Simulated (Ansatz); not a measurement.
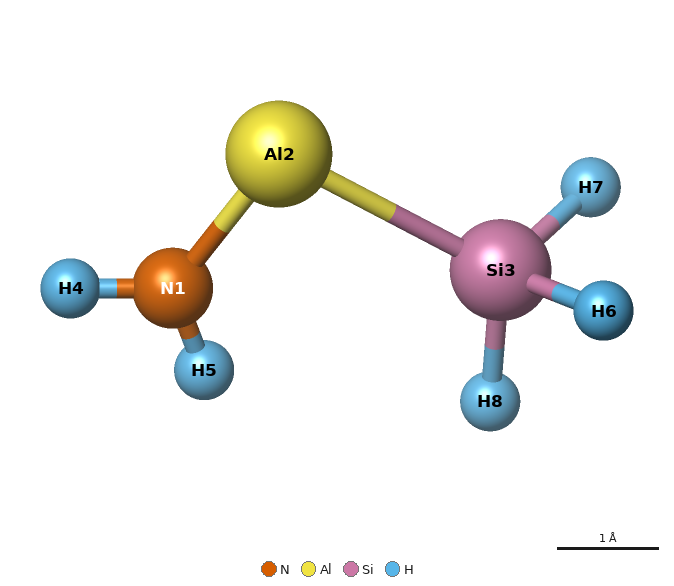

Orthographic view with a scale bar. Charge −1, singlet. Computed geometry: PBE-D4/def2-SVPD optimisation. No frequency run is at hand to confirm it as a minimum.

Give an XYZ file in the frame of the picture: x to the right, y up, z towards the viewer, origin at the mean of the atomic positions.

```xyz
8
AlH5NSi
N   -1.91  -0.04   0.09
Al  -0.85   1.30   0.86
Si   1.37   0.14   0.00
H   -2.93  -0.05   0.15
H   -1.60  -0.86  -0.44
H    2.40  -0.27   1.07
H    2.27   0.96  -0.93
H    1.26  -1.18  -0.80
```
